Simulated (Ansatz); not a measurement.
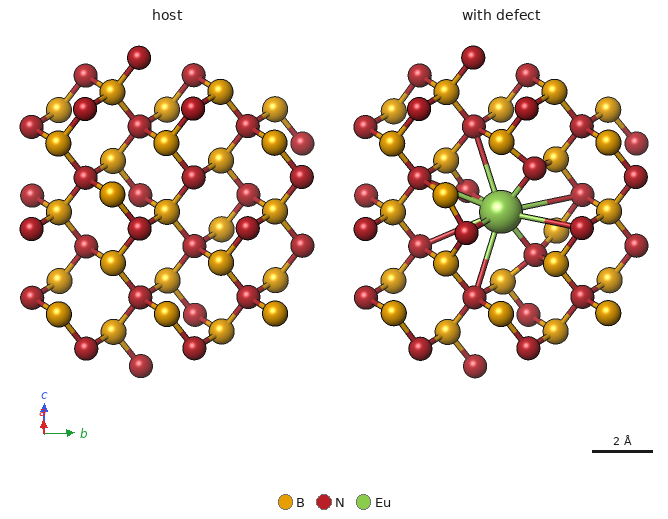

Left: perfect BN. Right: the same region with one point defect, after relaxing the atoms in a supercell of 54 sites. Style: ball-and-stick. Shown: the atoms within 5.4 Å of one point, in a slice 3.4 Å thick across the line of sight, from a free direction.

Theory: Ansatz, DFT, PBE, plane-wave PAW, default files, scalar-relativistic. Settings: plane-wave cutoff 420 eV; k-point mesh 3 × 3 × 3; occupations fermi dirac; smearing width 0.01 eV; collinear spin. A uniform background neutralises the charged cell. The axes drawn are those of the host's conventional cell.

Question: Which defect is it?

Answer: A boron atom is replaced by europium.

The charge state of the cell is −1.

Question: How does the lattice respond?

Answer: In the host the B atom has 4 N at 1.57 Å; the Eu atom ends with 4 N at 1.98 Å. Of the host's atoms, a nitrogen atom moves furthest from its site, by 0.41 Å. The cell's net moment is 7.00 μB. Relaxing the atoms from the host's sites lowers the energy by 21.42 eV.

Limits of the set-up: the periodic images lie only 7.7 Å apart, so the values are limited by the cell's size; the cell is charged, on a uniform background, and energies carry no finite-size correction; 4f states are treated without a Hubbard U.
